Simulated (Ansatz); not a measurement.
# H$_{4}$Si$_{3}$: what the fields show

```csv
atom,x (Å),y (Å),z (Å)
Si,1.3986,0.6159,0.7119
Si,-0.1976,0.7506,-0.8576
Si,-0.5989,0.0237,1.5421
H,-1.5922,1.2768,-0.8890
H,-1.9815,0.5709,1.4341
H,0.0736,0.1592,-2.1996
H,-0.6870,-1.2213,2.3586
```

Geometry: r2SCAN-D4/def2-TZVP.

Computed with isolated molecule in a Gaussian basis; Kohn-Sham density functional theory, functional PBE0 (Ansatz).

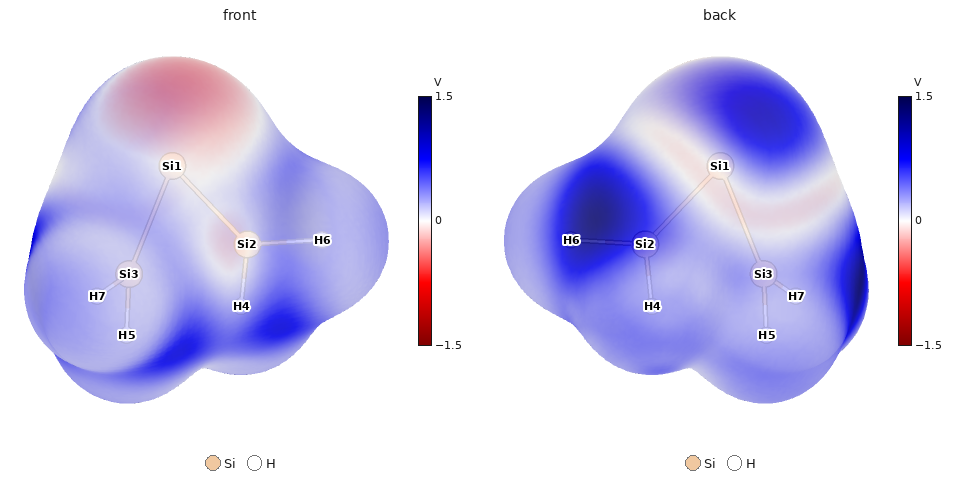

Figure 1. The molecular electrostatic potential painted on the density surface at 0.002 e/bohr³, seen from the front and from behind; the colour scale runs from red (negative) to blue (positive).

### Describe the electrostatic potential map.

The most negative region (about −0.3 V) lies over Si1, the most positive (about +1.3 V) over Si2 and Si3.

### How polar is the molecule by this calculation?

Its dipole moment is 0.72 D.

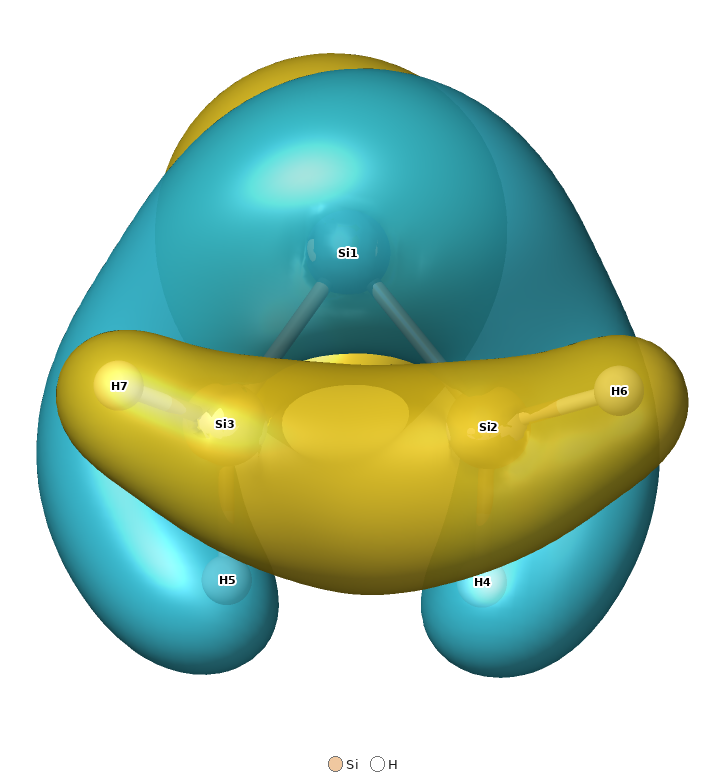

Figure 2. The LUMO at ±0.05 Å⁻³ᐟ² (yellow and cyan are the two phases), seen across its widest extent.

### Describe this orbital and give its energy.

It lies mainly on Si1 (about 50 %), Si2 (about 20 %) and Si3 (about 20 %). Its energy is −2.63 eV.

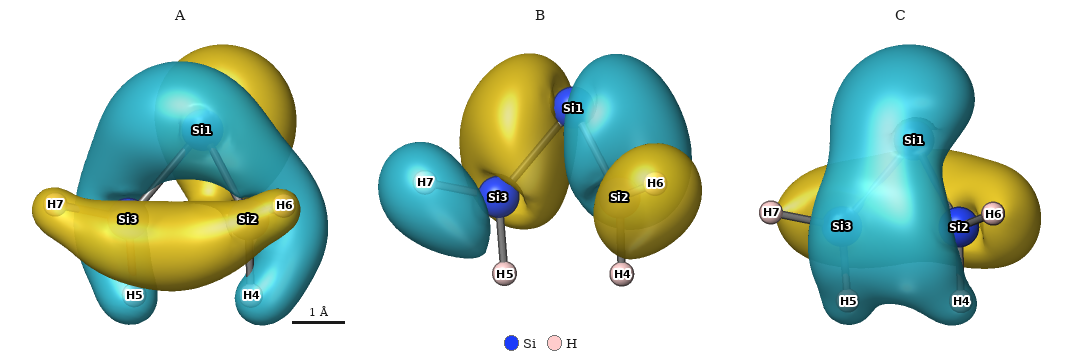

Figure 3. Three frontier orbitals at ±0.08 Å⁻³ᐟ² (yellow and cyan are the two phases), in no order.

### Which picture is the HOMO−1, the HOMO and the LUMO?

B is the HOMO−1 (−7.56 eV). It lies mainly on Si1 (about 35 %), Si2 (about 25 %), Si3 (about 25 %), H6 (about 5 %) and H7 (about 5 %). C is the HOMO (−6.35 eV). Its weight (Hirshfeld) is mainly on Si1 (about 40 %), Si2 (about 25 %) and Si3 (about 25 %). A is the LUMO (−2.63 eV). It lies mainly on Si1 (about 50 %), Si2 (about 20 %) and Si3 (about 20 %).

### What is the HOMO–LUMO gap?

3.72 eV between the orbital energies.
